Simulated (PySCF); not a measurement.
Si(H)2(OMe)(NH2), CH7NOSi, SMILES CO[SiH2]N, singlet at its PBE0/def2-SVP optimised geometry (Å):

```
11

Si    -0.3828    -1.3907     0.0000
N     -0.9175    -2.2578    -1.3781
O     -0.9177     0.1918     0.0000
C     -0.6313     1.1141     1.0098
H     -0.9155    -2.0744     1.2186
H      1.1126    -1.3907     0.0000
H     -0.5198    -2.0515    -2.2876
H     -1.8950    -2.5134    -1.4633
H     -1.0120     0.7885     1.9971
H      0.4550     1.2999     1.1135
H     -1.1126     2.0744     0.7668
```

Calculation: PBE0/def2-TZVP run with PySCF. Cells within 0.4 Å of a nucleus heavier than hydrogen are left out (blank, or x).

Map of the electron localisation function on the plane z = 0.8 Å:

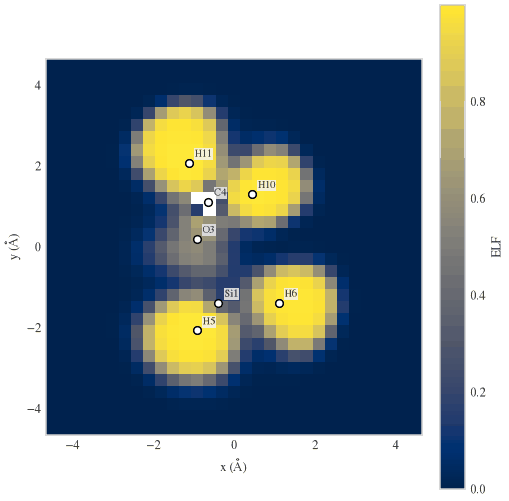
Figure. Electron localisation function on the plane z = 0.8 Å.
